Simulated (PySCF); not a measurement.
**C₅H₁₂Cl₂Si₂: density, localisation and related maps**

The calculation's input:

```
{"job": {"kind": "nmr", "xc": "PBE0", "basis": "pcSseg-1"}, "charge": 0, "multiplicity": 1}
Si     2.739419     1.062079    -0.235283
C      2.193793    -0.714062     0.190273
C      0.764793    -1.029801    -0.196715
Cl     0.433407    -2.771006     0.127260
C     -0.282537    -0.177147     0.510828
Cl    -0.131415    -0.391073     2.288119
C     -1.688259    -0.467573     0.079288
C     -2.176739     0.257692    -1.186841
Si    -3.087293     0.767314     0.381266
H      2.199584     2.020022     0.729540
H      2.250035     1.398154    -1.575970
H      4.199618     1.100835    -0.207221
H      2.848971    -1.419834    -0.323934
H      2.319116    -0.893818     1.259203
H      0.619849    -0.909250    -1.274790
H     -0.043620     0.874567     0.325392
H     -1.913483    -1.527754     0.111020
H     -1.462537     0.932539    -1.640195
H     -2.650287    -0.368317    -1.929857
H     -4.413519     0.232193     0.615092
H     -2.727818     2.041182     0.973782
```

Launched as:

```sh
OMP_NUM_THREADS=1 python probes_run.py task.json out
```

Geometry: GFN2-xTB.

These are results of PBE0/pcSseg-1, SCF density, gas phase, non-relativistic in PySCF, not measurements.

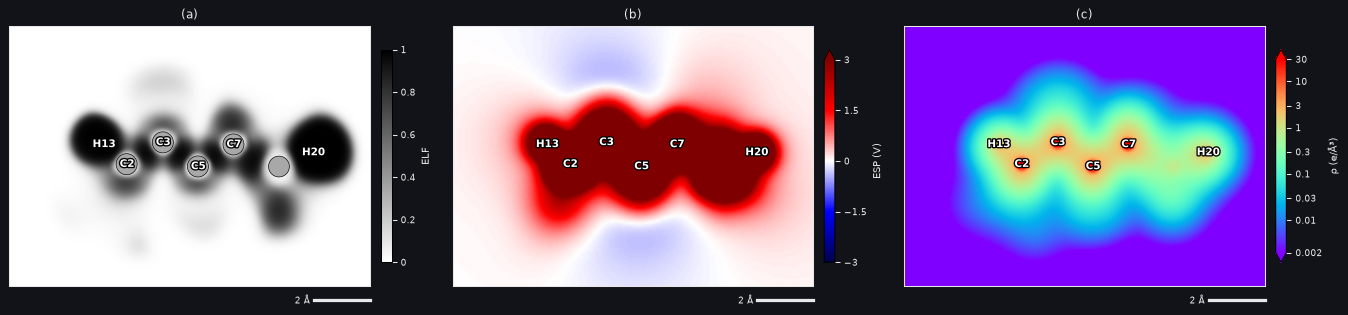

Figure 1. (a) electron localisation function; (b) molecular electrostatic potential; (c) total electron density on the plane of atoms C2, C3 and C5. Grey discs cover the atomic cores in the ELF map.

What do the fields say about this system?

Answer. The section cuts through C and H sites. C–C (1.50 Å): ρ is about 1.7 e/Å³ halfway; the ELF peaks at about 0.95 between the atoms (a covalent bond). C–H (1.09 Å): ρ at the midpoint is about 1.9 e/Å³; the ELF climbs to about 1 towards the hydrogen, as it does in any bond to H: a covalent bond by its length. Outside the dense part of the molecule the potential is most negative (−0.4 V) near Cl4, which lies off the plane.

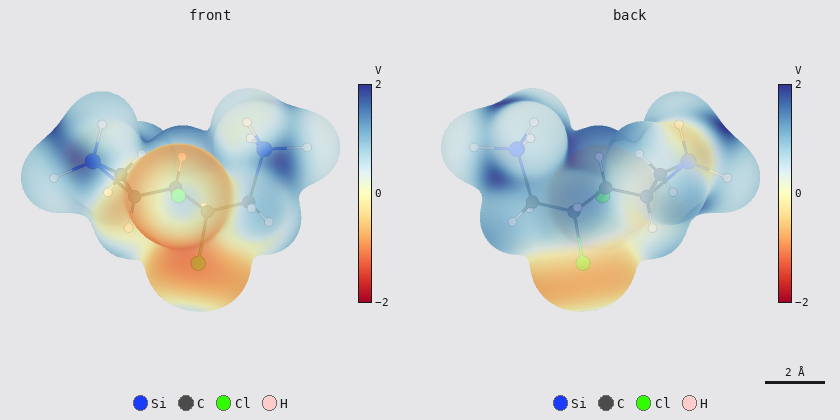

Figure 2. The molecular electrostatic potential painted on the density surface at 0.004 e/bohr³, seen from the front and from behind; the colour scale runs from red (negative) to blue (positive).

Where is the surface potential most negative and most positive?

Answer. The most negative region (about −1.1 V) lies over Cl4 and Cl6, the most positive (about +1.9 V) over Si1 and Si9. Cl4 shows a σ-hole: about +0.4 V at the tip opposite its bond, against about −0.5 V on its flanks. Cl6 shows a σ-hole: about +0.4 V at the tip opposite its bond, against about −0.6 V on its flanks.
